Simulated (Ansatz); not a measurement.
**Single-point calculation of CH₄Sn**

CH₄Sn, computed with RKS PBE-QIDH (frozen core)/def2-TZVPP (Ansatz 0.2.0).

The geometry comes from this level: PBE0-D4/def2-TZVP.

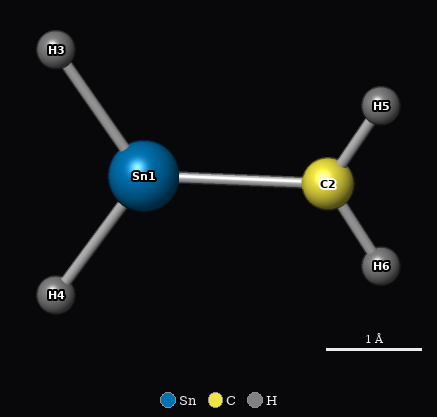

*The structure (ball-and-stick view, seen at a tilt; atoms are numbered from 1 in the order of the input). Sticks mark near contacts.*

Bond lengths as drawn: C–H 1.08 Å, C–Sn 1.95 Å and H–Sn 1.69 Å.

### Results in brief

- outcome: converged
- total energy: −6924.8958 eV
- mean-field energy: −6919.6445 eV
- SCF solution under orbital rotations: stable within restricted orbitals
- hardware: 4 threads of Arm Neoverse V2, 23 GiB of memory available, shared host
- wall time: 1.4 s (CPU time 4.8 s)
- peak memory: 0.43 GiB

### The input
```yaml
crystal:
  periodic: [false, false, false]
  atoms:
    - {symbol: Sn, position_ang: [-0.629482, 0.034450, 0.913898]}
    - {symbol: C, position_ang: [-1.027383, -0.921079, -0.736399]}
    - {symbol: H, position_ang: [-1.214445, 1.587641, 1.253986]}
    - {symbol: H, position_ang: [0.336390, -0.605296, 2.150042]}
    - {symbol: H, position_ang: [-1.648879, -0.479318, -1.503953]}
    - {symbol: H, position_ang: [-0.635415, -1.912922, -0.918493]}
basis:
  gaussian: {orbitals: def2-TZVPP}
hamiltonian: {xc: {name: PBE-QIDH}}
```

Run as:
```bash
ansatz run in.yaml --threads 4 --pin off --events-out ev --progress --plain --max-ram 9574MiB
```

### What the program printed
```
Functional definition: PBE-QIDH
  name "PBE-QIDH"
  cite "Brémond, Sancho-García, Pérez-Jiménez & Adamo, J. Chem. Phys. 141, 031101 (2014) doi:10.1063/1.4890314"
  cite "Perdew, Burke & Ernzerhof, Phys. Rev. Lett. 77, 3865 (1996) doi:10.1103/PhysRevLett.77.3865"
  parameter a = 3^(-1/3)
  parameter c = 1/3
  exchange = (1 - a)*pbe_x + a*exact_x
  correlation = (1 - c)*pbe_c + c*(mp2_os + mp2_ss)
958 factors; integrals over basis functions are off by at most 9.8e-4 eV
mean field evaluation 1: about -6914.2933 eV, gradient 4.5e1 eV
mean field evaluation 2: about -6914.2940 eV, gradient 4.5e1 eV
mean field evaluation 4: about -6919.5755 eV, gradient 4.8e0 eV
mean field evaluation 8: about -6919.6444 eV, gradient 1.6e-1 eV
mean field evaluation 16: about -6919.6445 eV, gradient 8.0e-6 eV
mean field -6919.64453019 eV, -254.2922461810 hartree, gradient 8.0e-6 eV, S^2 0.000000; 0 other end points of the search recorded, 0 dependent functions left out; unrestricted orbitals would lower it
5 core orbitals not correlated: weight in the atoms' cores, before any rotation towards them, 1.000 or more for the frozen orbitals, at most 0.000 for the correlated occupied ones
reference -6919.64454313 eV, -254.2922466565 hartree; 11, 11 occupied and 121, 121 virtual orbitals, 958 factors
second order -15.75380894 eV of doubles, -0.00000000 eV of singles
Total energy: -6924.89581278 eV, -254.4852272566 hartree
```
